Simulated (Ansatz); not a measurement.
Input file:

```
crystal:
  lattice:
    - [1.9591791644, 1.131132618, 12.7556415104]
    - [-1.9591791644, 1.131132618, 12.7556415104]
    - [0.0, -2.2622652359, 12.7556415104]
  atoms:
    - { symbol: Si, position: [0.5918173522, 0.5918173522, 0.5918173522] }
    - { symbol: Si, position: [0.9052734028, 0.9052734028, 0.9052734028] }
    - { symbol: Si, position: [0.1566760933, 0.1566760933, 0.1566760933] }
    - { symbol: Si, position: [0.8433239067, 0.8433239067, 0.8433239067] }
    - { symbol: Si, position: [0.4081826478, 0.4081826478, 0.4081826478] }
    - { symbol: Si, position: [0.0947265972, 0.0947265972, 0.0947265972] }
    - { symbol: Ge, position: [0.345024069, 0.345024069, 0.345024069] }
    - { symbol: Ge, position: [0.654975931, 0.654975931, 0.654975931] }
basis:
  ecutwfc: 420
kpoints:
  mp_grid: { grid: [12, 12, 12] }
hamiltonian:
  xc: pbe
scf:
  occupations: { method: gaussian, width: 0.02 }
output:
  forces: true
  stress: true
  eigenvalues: true
  write_density: true
  write_potential: true
  elf: true
  volumetric_format: npy
relax:
  adjacent_minimum: "off"
  f_tol: 0.01
  max_steps: 80
  cell: { stress_tol: 0.05 }
```

Run with:

```sh
ansatz run input.yaml --threads 1 --pin off --max-ram 2560MiB --backend cpu --events-out ev --progress --plain --runs-dir out
```

Below, planes, directions and counts refer to the conventional cell (a = 3.91 Å, b = 3.91 Å, c = 38.36 Å, α = 90.00°, β = 90.00°, γ = 120.00°).

The fields are those of the relaxed geometry.

Space group R-3m; a generated structure, not necessarily the stable one.

Method: Ansatz 0.2.0, DFT PBE, scalar-relativistic, plane waves, PAW.

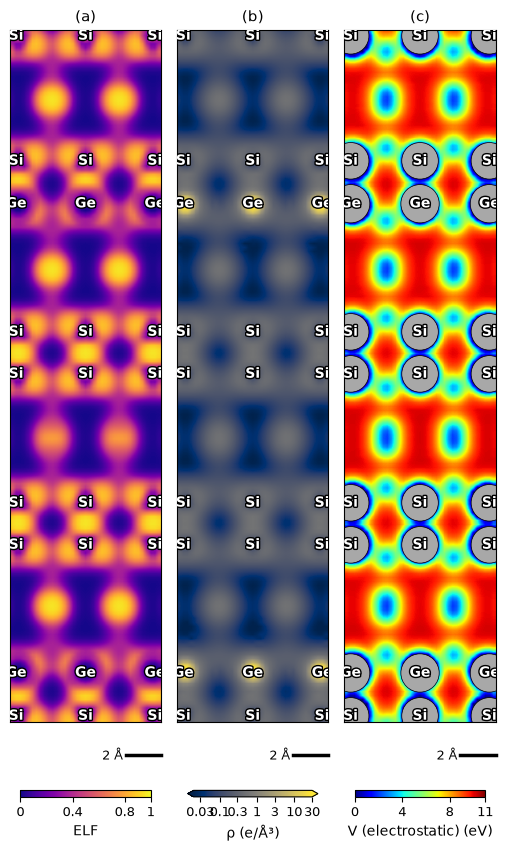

Si3Ge. (a) ELF; (b) valence electron density; (c) electrostatic potential (local pseudopotential plus Hartree) felt by an electron on the (100) plane of the conventional cell. Grey discs cover the atomic cores in the potential map.

In a PAW calculation such maps are meaningful between the atoms, not at the nuclei.

**What does the map show?**

- The section cuts through Si and Ge sites.
- Si–Si (2.37 Å): the density is about 0.56 e/Å³ at the midpoint; the ELF peaks at about 0.95 between the atoms, as expected for a covalent bond.
- Si–Ge (2.42 Å): the density is about 0.52 e/Å³ at the midpoint; the ELF peaks at about 0.90 between the atoms (a covalent bond).
- Between the atoms the lowest density in this plane is 0.02 e/Å³.
- Outside the cores the potential energy rises away from the atoms and is highest about 2.4 Å from the nearest atoms; its zero is arbitrary.
